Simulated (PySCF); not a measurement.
# SiO: what the fields show

```
atom   x (Å)   y (Å)    z (Å)
  Si  0.0000  0.0000  -0.5496
   O  0.0000  0.0000   0.9614
```

Computed with PBE0/def2-TZVPPD, non-relativistic Hamiltonian with scalar-relativistic core potentials where named, at a bond length of 1.511 Å (PySCF).

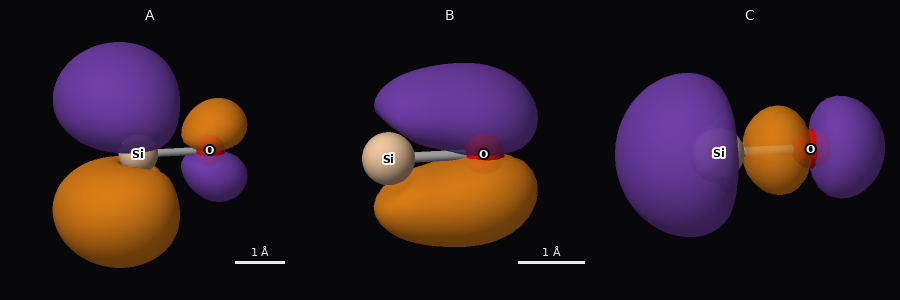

Figure 1. Three frontier orbitals, each drawn at the value that holds 80 % of its norm (orange and purple are the two phases), in no order; of a degenerate pair one member is drawn.

**Label each orbital by symmetry, say whether it is occupied, and order them by energy.**

Orbital B: π, occupied, −9.50 eV; mainly on O (75 %).
Orbital C: σ, occupied, −8.83 eV; shared between the atoms (Si 60 %, O 40 %).
Orbital A: π, empty, −2.04 eV; mainly on Si (85 %).

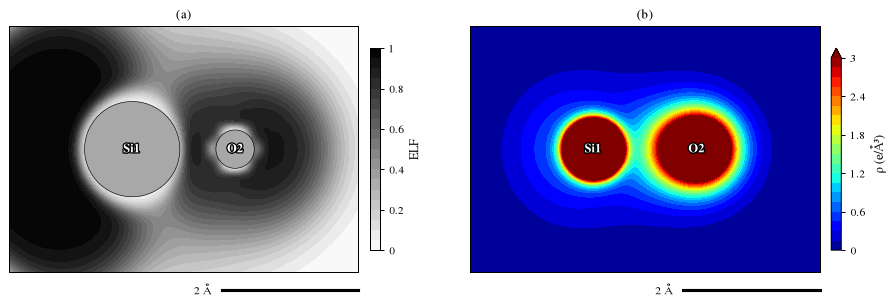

Figure 2. (a) ELF; (b) electron density on a plane that holds the molecular axis. Grey discs cover the atomic cores in the ELF map.

**What do the fields say about this system?**

- Atoms in the plane: Si and O.
- Si–O (1.51 Å): ρ at the midpoint is about 1.6 e/Å³; the ELF peaks at about 0.85 between the atoms: a short, strongly polar bond.
- The ELF also peaks beside O2 and Si1, away from the bonds: lone-pair regions.

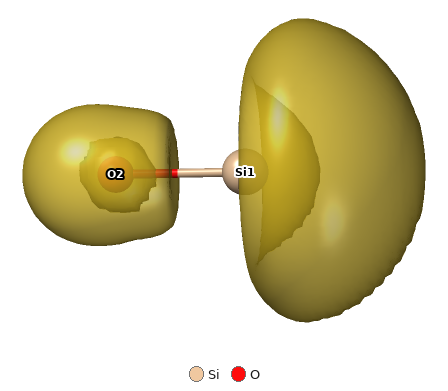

Figure 3. Isosurface of the electron localisation function at 0.75 (yellow), seen from one side. Core shells and regions of very low density are left out.

**Where are the electrons localised?**

At this value the surface marks out one lobe on Si, pointing away from the bonds (lone pairs) and one region wrapped around O (its lone pairs, merged into a ring or cap).

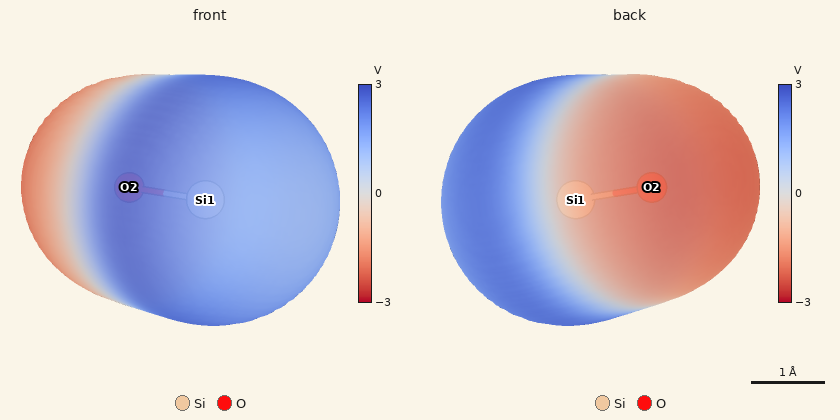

Figure 4. The electrostatic potential painted on the density surface at 0.004 e/bohr³, seen from the front and from behind; red is negative and blue positive.

**Where is the surface potential most negative and most positive?**

The most negative region (about −2.2 V) lies over O2, the most positive (about +2.4 V) over Si1. O2 is the likeliest acceptor of a hydrogen bond.
